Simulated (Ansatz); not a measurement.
C$_{2}$H$_{3}$NO: geometry relaxation

C$_{2}$H$_{3}$NO, computed with RKS B3LYP-D4/STO-3G (Ansatz 0.2.0).

It belongs to a series of runs on one base structure; here: end point B relaxed. Figures and captions count atoms from 1; the log counts them from 0 in places.

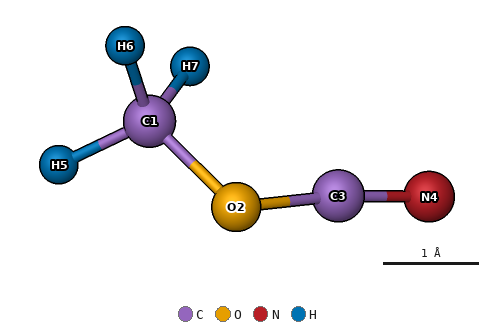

*The starting structure (ball-and-stick view, seen at a tilt; atoms are numbered from 1 in the order of the input).*

Bond lengths as drawn: C–H 1.12 to 1.14 Å, C–N 1.14 Å and C–O 1.33 to 1.35 Å.

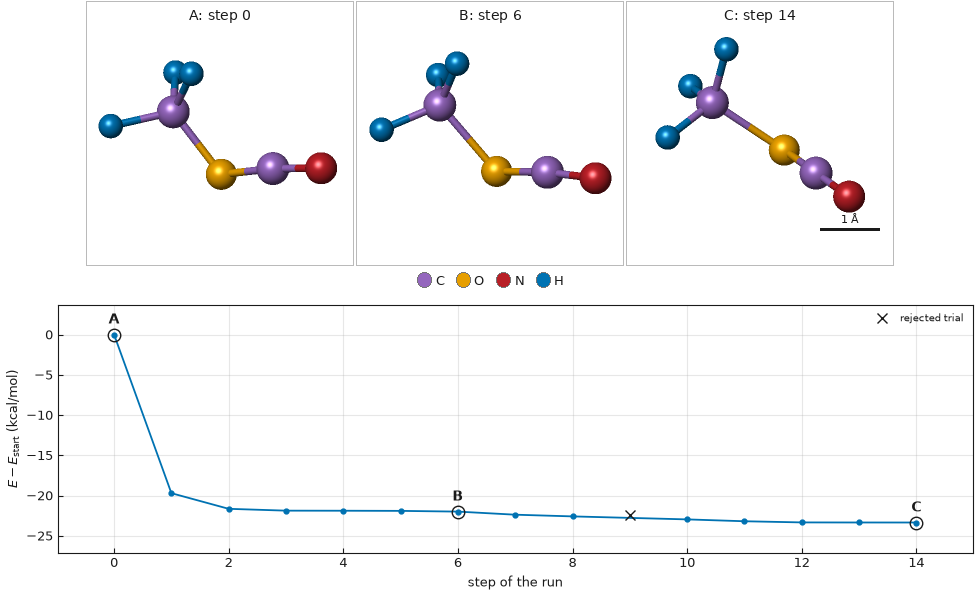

*Frames of the relaxation (ball-and-stick view, seen at a tilt) above the curves, on which the letters mark them (the first geometry is step 0 here and step 1 in the log).*

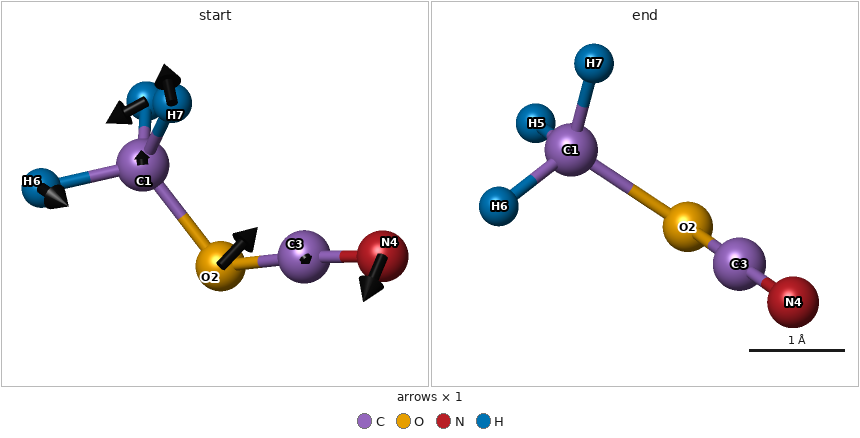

*Before (left) and after (right) the relaxation, at one scale (ball-and-stick view, seen at a tilt). The black arrows give the displacements, at true length.*

After 14 geometry steps the energy has fallen by 23.4 kcal/mol. Largest force component: 7.2 eV/Å at the start, 0.0012 eV/Å at the end. The line search rejected the trial step at point 9 (counted from 0) and went back. The largest move after the best rigid fit is that of O2, 0.60 Å. Largest moves by element: O 0.60 Å, N 0.58 Å, H 0.52 Å, C 0.16 Å. Among the contacts that change: C1–O2 1.352 → 1.497 Å, C3–N4 1.141 → 1.206 Å, O2–C3 1.326 → 1.373 Å, C1–H7 1.135 → 1.109 Å. Among the angles that change: O2–C1–H5 114.1° → 105.2°, H6–C1–H7 103.8° → 109.8°, H5–C1–H7 105.2° → 109.9°. (Atoms are counted from 1 in the order of the input.)

These pictures come from the run below.

Input:
```yaml
crystal:
  periodic: [false, false, false]
  atoms:
    - { symbol: C, position_ang: [-0.2512, 0.6446, -0.2751] }
    - { symbol: O, position_ang: [0.9197, -0.0144, -0.1264] }
    - { symbol: C, position_ang: [1.88486, 0.76159, -0.60048] }
    - { symbol: "N", position_ang: [2.78318, 1.33037, -1.01329] }
    - { symbol: H, position_ang: [-0.9857, 0.1296, -0.9546] }
    - { symbol: H, position_ang: [-0.7712, 0.9034, 0.6813] }
    - { symbol: H, position_ang: [-0.0552, 1.6531, -0.7578] }
basis:
  gaussian: { orbitals: STO-3G }
hamiltonian:
  xc: b3lyp
  dispersion: d4
relax:
  f_tol: 0.015
  max_steps: 40
```

Launch command:
```bash
ansatz run input.yaml --threads 1 --pin off --max-ram 2048MiB --backend cpu --events-out ev --progress --plain --runs-dir out
```

What the program printed:
```
The last accepted step is kept in [file] (removed where the run ends without a failure and the disk answers)
Engine: ansatz 0.2.0, x86_64-unknown-linux-gnu
Functional definition: B3LYP
  parameter a0 = 0.2
  parameter ax = 0.72
  parameter ac = 0.81
  exchange = (1 - a0 - ax)*slater_x + ax*b88_x + a0*exact_x
  correlation = (1 - ac)*vwn_rpa_c + ac*lyp_c
351 factors; integrals over basis functions are off by at most 8.6e-6 eV
mean field evaluation 1: about -5579.0435 eV, gradient 4.0e1 eV
mean field evaluation 2: about -5557.9193 eV, gradient 9.7e1 eV
mean field evaluation 4: about -5583.4455 eV, gradient 2.9e0 eV
mean field evaluation 8: about -5583.4156 eV, gradient 4.1e-2 eV
mean field -5583.41562972 eV, -205.1867398170 hartree, gradient 3.2e-5 eV, S^2 0.000000; 0 other end points of the search recorded, 0 dependent functions left out
the calculation of the forces begins
reference -5583.41576629 eV, -205.1867448360 hartree; 15, 15 occupied and 8, 8 virtual orbitals, 351 factors
relax step   1: F+E_penalty+E_count = -5583.56311283 eV  Δ(F+E_penalty+E_count) = +0.000e0 eV  max|allowed force component| = 7.172e0 eV/Å  Δτ_max = 0.0000 Å  (21 SCF iters, accepted)
these checks for a lower state are left out or cut short: starts, cluster_reference, orbital_swaps, neighbouring_geometries, increment
351 factors; integrals over basis functions are off by at most 7.5e-6 eV
mean field evaluation 16: about -5584.2753 eV, gradient 2.9e-1 eV
mean field -5584.27587998 eV, -205.2183534312 hartree, gradient 7.4e-6 eV, S^2 0.000000; 0 other end points of the search recorded, 0 dependent functions left out
[... from here on the field's lines of each further geometry are left out, up to the last ...]
relax step   2: F+E_penalty+E_count = -5584.41787048 eV  Δ(F+E_penalty+E_count) = -8.548e-1 eV  max|allowed force component| = 2.688e0 eV/Å  Δτ_max = 0.1891 Å  (26 SCF iters, accepted)
relax step   3: F+E_penalty+E_count = -5584.50213947 eV  Δ(F+E_penalty+E_count) = -8.427e-2 eV  max|allowed force component| = 7.250e-1 eV/Å  Δτ_max = 0.0372 Å  (27 SCF iters, accepted)
relax step   4: F+E_penalty+E_count = -5584.51200942 eV  Δ(F+E_penalty+E_count) = -9.870e-3 eV  max|allowed force component| = 6.609e-2 eV/Å  Δτ_max = 0.0163 Å  (27 SCF iters, accepted)
relax step   5: F+E_penalty+E_count = -5584.51245624 eV  Δ(F+E_penalty+E_count) = -4.468e-4 eV  max|allowed force component| = 2.376e-2 eV/Å  Δτ_max = 0.0091 Å  (27 SCF iters, accepted)
relax step   6: F+E_penalty+E_count = -5584.51324422 eV  Δ(F+E_penalty+E_count) = -7.880e-4 eV  max|allowed force component| = 1.065e-1 eV/Å  Δτ_max = 0.0286 Å  (26 SCF iters, accepted)
relax step   7: F+E_penalty+E_count = -5584.51715862 eV  Δ(F+E_penalty+E_count) = -3.914e-3 eV  max|allowed force component| = 1.387e-1 eV/Å  Δτ_max = 0.0619 Å  (25 SCF iters, accepted)
relax step   8: F+E_penalty+E_count = -5584.53380804 eV  Δ(F+E_penalty+E_count) = -1.665e-2 eV  max|allowed force component| = 2.770e-1 eV/Å  Δτ_max = 0.1357 Å  (31 SCF iters, accepted)
relax step   9: F+E_penalty+E_count = -5584.54294889 eV  Δ(F+E_penalty+E_count) = -9.141e-3 eV  max|allowed force component| = 2.974e-1 eV/Å  Δτ_max = 0.0606 Å  (25 SCF iters, accepted)
relax step  10: F+E_penalty+E_count = -5584.53404705 eV  Δ(F+E_penalty+E_count) = +8.902e-3 eV  max|allowed force component| = 1.387e0 eV/Å  Δτ_max = 0.1964 Å  (30 SCF iters, rejected (line search))
relax step  11: F+E_penalty+E_count = -5584.55911947 eV  Δ(F+E_penalty+E_count) = -1.617e-2 eV  max|allowed force component| = 1.555e-1 eV/Å  Δτ_max = 0.0982 Å  (25 SCF iters, accepted)
relax step  12: F+E_penalty+E_count = -5584.56915120 eV  Δ(F+E_penalty+E_count) = -1.003e-2 eV  max|allowed force component| = 1.582e-1 eV/Å  Δτ_max = 0.1000 Å  (26 SCF iters, accepted)
relax step  13: F+E_penalty+E_count = -5584.57540308 eV  Δ(F+E_penalty+E_count) = -6.252e-3 eV  max|allowed force component| = 2.353e-2 eV/Å  Δτ_max = 0.0801 Å  (26 SCF iters, accepted)
relax step  14: F+E_penalty+E_count = -5584.57578666 eV  Δ(F+E_penalty+E_count) = -3.836e-4 eV  max|allowed force component| = 4.082e-2 eV/Å  Δτ_max = 0.0286 Å  (26 SCF iters, accepted)
the calculation of the forces begins
reference -5584.43429958 eV, -205.2241752440 hartree; 15, 15 occupied and 8, 8 virtual orbitals, 352 factors
relax step  15: F+E_penalty+E_count = -5584.57591391 eV  Δ(F+E_penalty+E_count) = -1.272e-4 eV  max|allowed force component| = 1.242e-3 eV/Å  Δτ_max = 0.0062 Å  (27 SCF iters, accepted)
352 factors; integrals over basis functions are off by at most 1.3e-5 eV
mean field -5584.43415762 eV, -205.2241700269 hartree, gradient 1.8e-5 eV, S^2 0.000000; 1 other end points of the search recorded, 0 dependent functions left out
the calculation of the forces begins
reference -5584.43429958 eV, -205.2241752440 hartree; 15, 15 occupied and 8, 8 virtual orbitals, 352 factors
Total energy: -5584.57605587 eV, -205.2293846915 hartree
Atom 0 at    -0.354372     0.717996    -0.370729 Å, force     0.001057    -0.000526    -0.000150 eV/Å
Atom 1 at     0.874292    -0.060283    -0.727271 Å, force     0.001242     0.000037    -0.000439 eV/Å
Atom 2 at     1.979510     0.741751    -0.584400 Å, force    -0.000792     0.000263    -0.000079 eV/Å
Atom 3 at     3.017579     1.348284    -0.496032 Å, force    -0.000850    -0.000872     0.000404 eV/Å
Atom 4 at    -1.194959     0.013235    -0.512531 Å, force    -0.000207    -0.000491     0.000011 eV/Å
Atom 5 at    -0.318795     1.054543     0.685089 Å, force     0.000329     0.000757     0.000852 eV/Å
Atom 6 at    -0.478815     1.592733    -1.040496 Å, force    -0.000779     0.000833    -0.000599 eV/Å
Dipole moment:    -0.723839    -0.058321     0.050638 e Å
```

Trajectory as extended XYZ (Å, eV, eV/Å), 15 frames, from step=1 to step=15:
```
7
Properties=species:S:1:pos:R:3:forces:R:3 step=1 energy=-5583.56311
C    -0.2512    0.6446   -0.2751   -6.3491   4.8324  -1.5446
O     0.9197   -0.0144   -0.1264    3.7194  -3.9713   1.4254
C     1.8849    0.7616   -0.6005   -4.5595  -4.0778   2.5942
N     2.7832    1.3304   -1.0133    7.1722   4.6734  -3.2650
H    -0.9857    0.1296   -0.9546    0.4254  -0.1783   0.4766
H    -0.7712    0.9034    0.6813    0.2399  -0.5901   0.0268
H    -0.0552    1.6531   -0.7578   -0.6482  -0.6884   0.2865
7
Properties=species:S:1:pos:R:3:forces:R:3 step=2 energy=-5584.41787
C    -0.3102    0.7052   -0.2941   -2.6883   1.2355  -0.2181
O     0.9417    0.0033   -0.1410    1.0020  -1.1380   0.4281
C     1.9771    0.7413   -0.6043    1.6602   0.8901  -0.7480
N     2.9707    1.3077   -1.0221   -1.0514  -0.6027   0.5004
H    -1.0257    0.0995   -0.9057    0.4699  -0.0002   0.0259
H    -0.8130    0.8434    0.6978    0.4879  -0.0469  -0.1564
H    -0.2162    1.7079   -0.7770    0.1196  -0.3378   0.1681
7
Properties=species:S:1:pos:R:3:forces:R:3 step=3 energy=-5584.50214
C    -0.3453    0.7173   -0.2976   -0.7250   0.3738  -0.0311
O     0.9448    0.0019   -0.1466    0.4134  -0.4075   0.1475
C     1.9942    0.7421   -0.6092    0.2924   0.2955  -0.2538
N     2.9877    1.3015   -1.0133   -0.3116  -0.1912   0.1789
H    -1.0230    0.0866   -0.9151    0.1382   0.0292   0.0869
H    -0.7951    0.8489    0.7127    0.1192  -0.0593  -0.1327
H    -0.2388    1.7099   -0.7773    0.0733  -0.0405   0.0042
7
Properties=species:S:1:pos:R:3:forces:R:3 step=4 energy=-5584.51201
C    -0.3526    0.7223   -0.2992   -0.0173   0.0409  -0.0137
O     0.9473   -0.0133   -0.1478    0.0287  -0.0661   0.0382
C     1.9891    0.7411   -0.6111   -0.0444   0.0126  -0.0461
N     2.9756    1.3102   -1.0065    0.0481   0.0242   0.0129
H    -1.0232    0.0867   -0.9106   -0.0154  -0.0047  -0.0081
H    -0.7863    0.8523    0.7122   -0.0054   0.0098   0.0123
H    -0.2255    1.7090   -0.7835    0.0057  -0.0168   0.0045
7
Properties=species:S:1:pos:R:3:forces:R:3 step=5 energy=-5584.51246
C    -0.3529    0.7212   -0.2999    0.0210  -0.0038   0.0048
O     0.9471   -0.0198   -0.1532   -0.0089  -0.0060   0.0016
C     1.9874    0.7411   -0.6123   -0.0167  -0.0020  -0.0238
N     2.9742    1.3161   -0.9997    0.0138   0.0069   0.0157
H    -1.0294    0.0872   -0.9069   -0.0013  -0.0018   0.0065
H    -0.7806    0.8574    0.7135   -0.0036   0.0038   0.0004
H    -0.2214    1.7050   -0.7878   -0.0042   0.0029  -0.0053
7
Properties=species:S:1:pos:R:3:forces:R:3 step=6 energy=-5584.51324
C    -0.3528    0.7208   -0.3022    0.0211  -0.0099  -0.0204
O     0.9435   -0.0285   -0.1802   -0.0149  -0.0386   0.0047
C     1.9864    0.7420   -0.6135   -0.0661  -0.0323   0.0302
N     2.9782    1.3228   -0.9754    0.1065   0.0656  -0.0322
H    -1.0424    0.0843   -0.8894   -0.0418  -0.0215  -0.0137
H    -0.7609    0.8681    0.7166   -0.0105   0.0152   0.0463
H    -0.2275    1.6986   -0.8023    0.0057   0.0215  -0.0150
7
Properties=species:S:1:pos:R:3:forces:R:3 step=7 energy=-5584.51716
C    -0.3536    0.7179   -0.3096    0.0618   0.0233  -0.0276
O     0.9348   -0.0490   -0.2379   -0.0062  -0.1025  -0.0219
C     1.9865    0.7416   -0.6085   -0.0944  -0.0110   0.0465
N     2.9813    1.3422   -0.9260    0.1387   0.0742  -0.0341
H    -1.0756    0.0797   -0.8523   -0.0574  -0.0408  -0.0165
H    -0.7129    0.8923    0.7222   -0.0336   0.0302   0.0875
H    -0.2359    1.6835   -0.8343   -0.0089   0.0266  -0.0339
7
Properties=species:S:1:pos:R:3:forces:R:3 step=8 energy=-5584.53381
C    -0.3555    0.7151   -0.3253   -0.0307  -0.1214   0.0618
O     0.9190   -0.0798   -0.3692   -0.0264   0.1134  -0.1014
C     1.9839    0.7536   -0.5996    0.2741   0.0440   0.0076
N     3.0061    1.3611   -0.8153   -0.2770  -0.1137   0.0634
H    -1.1370    0.0651   -0.7662    0.0230   0.0084   0.0407
H    -0.6113    0.9384    0.7314    0.0264   0.0316  -0.0264
H    -0.2808    1.6548   -0.9022    0.0106   0.0376  -0.0457
7
Properties=species:S:1:pos:R:3:forces:R:3 step=9 energy=-5584.54295
C    -0.3566    0.7122   -0.3338    0.0020  -0.0668   0.0906
O     0.9127   -0.0895   -0.4287   -0.0808   0.1257  -0.1140
C     1.9841    0.7522   -0.5985    0.2461   0.0585   0.0466
N     3.0092    1.3721   -0.7593   -0.2974  -0.1404   0.0397
H    -1.1648    0.0593   -0.7240    0.1146   0.0322   0.0604
H    -0.5594    0.9606    0.7310    0.0327   0.0067  -0.1044
H    -0.3007    1.6413   -0.9330   -0.0171  -0.0159  -0.0190
7
Properties=species:S:1:pos:R:3:forces:R:3 step=10 energy=-5584.53405 accepted=F
C    -0.3547    0.7109   -0.3570   -0.2654  -0.1607   0.2179
O     0.8859   -0.1102   -0.6222    0.1557   0.6584   0.0787
C     1.9809    0.7455   -0.5894    0.9372   0.3845   0.0279
N     3.0151    1.3929   -0.5870   -1.3868  -0.8518  -0.0097
H    -1.2232    0.0370   -0.5912    0.5579   0.3490   0.1572
H    -0.3986    1.0274    0.7249    0.0514  -0.1722  -0.6932
H    -0.3809    1.6047   -1.0245   -0.0500  -0.2072   0.2213
7
Properties=species:S:1:pos:R:3:forces:R:3 step=11 energy=-5584.55912
C    -0.3555    0.7133   -0.3457   -0.0063  -0.0954   0.0482
O     0.8996   -0.0928   -0.5260   -0.0559   0.1173  -0.0628
C     1.9845    0.7481   -0.5874    0.0847   0.0099   0.0157
N     3.0117    1.3758   -0.6786   -0.1555  -0.0765   0.0340
H    -1.1864    0.0476   -0.6573    0.1074   0.0398   0.0451
H    -0.4810    0.9909    0.7225    0.0297   0.0130  -0.0600
H    -0.3484    1.6254   -0.9738   -0.0042  -0.0081  -0.0202
7
Properties=species:S:1:pos:R:3:forces:R:3 step=12 energy=-5584.56915
C    -0.3589    0.7176   -0.3546   -0.0132  -0.0210  -0.0320
O     0.8867   -0.0694   -0.6223    0.0378  -0.0394  -0.0046
C     1.9901    0.7467   -0.5829    0.0449   0.1076  -0.0006
N     3.0317    1.3568   -0.5997   -0.1582  -0.0894   0.0311
H    -1.1891    0.0228   -0.5920    0.0437   0.0653   0.0313
H    -0.4187    1.0211    0.7117    0.0553  -0.0024  -0.0409
H    -0.4173    1.6127   -1.0065   -0.0102  -0.0208   0.0157
7
Properties=species:S:1:pos:R:3:forces:R:3 step=13 energy=-5584.57540
C    -0.3546    0.7168   -0.3665    0.0118   0.0038   0.0008
O     0.8778   -0.0679   -0.6962   -0.0056   0.0096  -0.0048
C     1.9802    0.7428   -0.5839    0.0173   0.0068  -0.0002
N     3.0175    1.3549   -0.5257   -0.0235  -0.0112   0.0067
H    -1.1957    0.0192   -0.5359   -0.0077  -0.0079   0.0036
H    -0.3444    1.0442    0.6929    0.0092   0.0001   0.0011
H    -0.4564    1.5982   -1.0310   -0.0016  -0.0012  -0.0073
7
Properties=species:S:1:pos:R:3:forces:R:3 step=14 energy=-5584.57579
C    -0.3536    0.7180   -0.3697   -0.0388  -0.0035   0.0028
O     0.8745   -0.0609   -0.7237    0.0206  -0.0290  -0.0013
C     1.9807    0.7406   -0.5864   -0.0408   0.0033   0.0143
N     3.0168    1.3501   -0.4993    0.0286   0.0076  -0.0036
H    -1.1951    0.0143   -0.5148    0.0167   0.0087  -0.0071
H    -0.3245    1.0531    0.6870    0.0226   0.0025  -0.0060
H    -0.4743    1.5930   -1.0395   -0.0089   0.0104   0.0010
7
Properties=species:S:1:pos:R:3:forces:R:3 step=15 energy=-5584.57591
C    -0.3544    0.7180   -0.3707    0.0011  -0.0005  -0.0001
O     0.8743   -0.0603   -0.7273    0.0012   0.0000  -0.0004
C     1.9795    0.7418   -0.5844   -0.0008   0.0003  -0.0001
N     3.0176    1.3483   -0.4960   -0.0008  -0.0009   0.0004
H    -1.1950    0.0132   -0.5125   -0.0002  -0.0005   0.0000
H    -0.3188    1.0545    0.6851    0.0003   0.0008   0.0009
H    -0.4788    1.5927   -1.0405   -0.0008   0.0008  -0.0006
```

Key numbers:

- outcome: converged
- total energy: −5584.5761 eV
- mean-field energy: −5584.4343 eV
- largest force (length of the vector) at the end: 0.001 eV/Å
- hardware: 1 thread of Intel Xeon (Granite Rapids), 128 GiB of memory available, shared host
- wall time: 13 s
- peak memory: 0.13 GiB
